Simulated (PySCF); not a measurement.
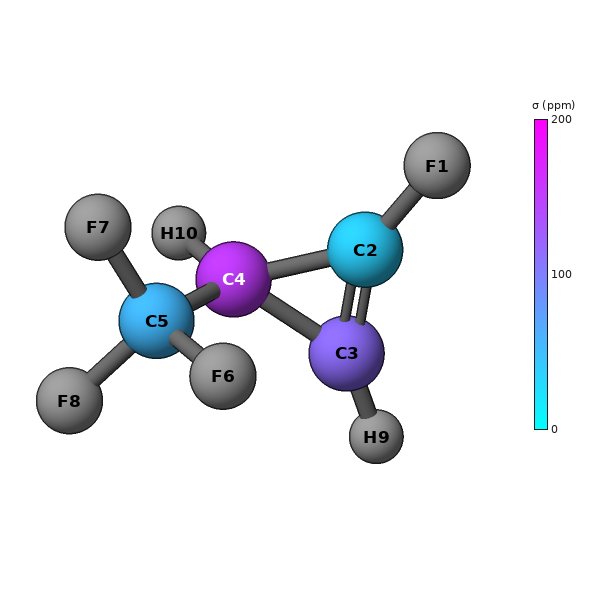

Atoms are coloured by their isotropic NMR shieldings (C only, the others grey). Geometry: an end point of a reaction path computed with GFN2-xTB. Method: GIAO PBE0/pcSseg-1 NMR shielding, non-relativistic, gas phase (PySCF 2.14.0).

List the isotropic NMR shieldings of the C atoms.

```csv
atom,σ (ppm)
C2,35.9
C3,113.1
C4,152.9
C5,53.3
```
